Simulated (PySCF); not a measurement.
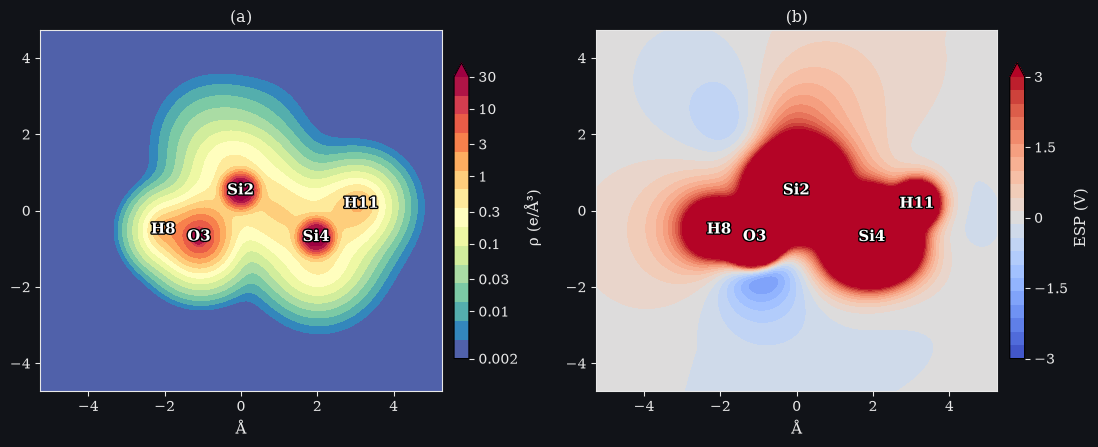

Figure. H8NOPSi2. (a) total electron density; (b) molecular electrostatic potential on the plane of atoms Si2, O3 and H8.

Geometry: GFN2-xTB.

Theory: PBE0/pcSseg-1, SCF density, gas phase, non-relativistic (PySCF 2.14.0).

```yaml
atoms:
  - { symbol: N, position_ang: [0.3718, 1.5723, -1.0929] }
  - { symbol: Si, position_ang: [0.2902, 0.3394, 0.1267] }
  - { symbol: O, position_ang: [0.4189, 1.0875, 1.5728] }
  - { symbol: Si, position_ang: [-1.7016, -0.8219, 0.4212] }
  - { symbol: P, position_ang: [2.1886, -0.8105, -0.3096] }
  - { symbol: H, position_ang: [-0.3192, 2.3059, -1.0881] }
  - { symbol: H, position_ang: [0.5815, 1.3082, -2.0417] }
  - { symbol: H, position_ang: [1.1564, 1.6622, 1.7672] }
  - { symbol: H, position_ang: [-2.8607, 0.0777, 0.4446] }
  - { symbol: H, position_ang: [-1.7418, -1.6143, 1.6529] }
  - { symbol: H, position_ang: [-1.9402, -1.7635, -0.6836] }
  - { symbol: H, position_ang: [1.9033, -1.8278, 0.5824] }
  - { symbol: H, position_ang: [1.6484, -1.5148, -1.3695] }
```

Read the bonding off the picture.

Answer.
- The plane passes through Si, O and H nuclei.
- Si–O (1.63 Å): ρ at the midpoint is about 1.2 e/Å³.
- Si–Si (2.32 Å): ρ is about 0.68 e/Å³ halfway.
- O–H (0.96 Å): ρ at the midpoint is about 3.7 e/Å³.
- Outside the dense part of the molecule the potential is most negative (−1.9 V) near O3.
